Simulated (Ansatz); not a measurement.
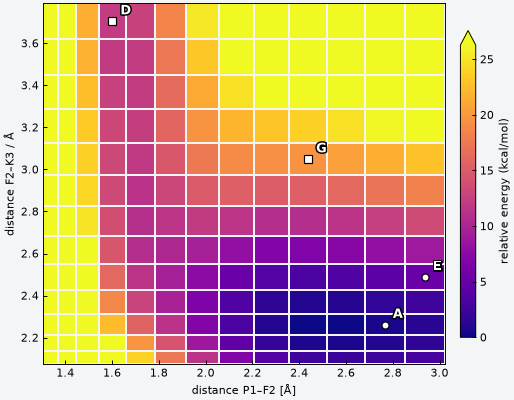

The system P + FK, spin multiplicity 4. The first coordinate is: distance P1–F2; the second: distance F2–K3. Nothing is relaxed (the angle P1–F2–K3 is fixed at 100 degrees). Grid: 13 × 13 points. Energies: kcal/mol, counted from the lowest grid point. Method: Ansatz, UKS PBE0-D4/def2-SVPD.

The picture shows one coloured cell a grid point, one colour for all values above the top of the scale, lettered points.

**Is E the lowest point of the computed grid?**

No. E lies 5.2 kcal/mol above the lowest grid point, which is at distance P1–F2 = 2.598 Å, distance F2–K3 = 2.260 Å.

**Rank the lettered points by energy, lowest first.**

A (0.49 kcal/mol), E (5.2 kcal/mol), D (12.2 kcal/mol), G (19.6 kcal/mol).
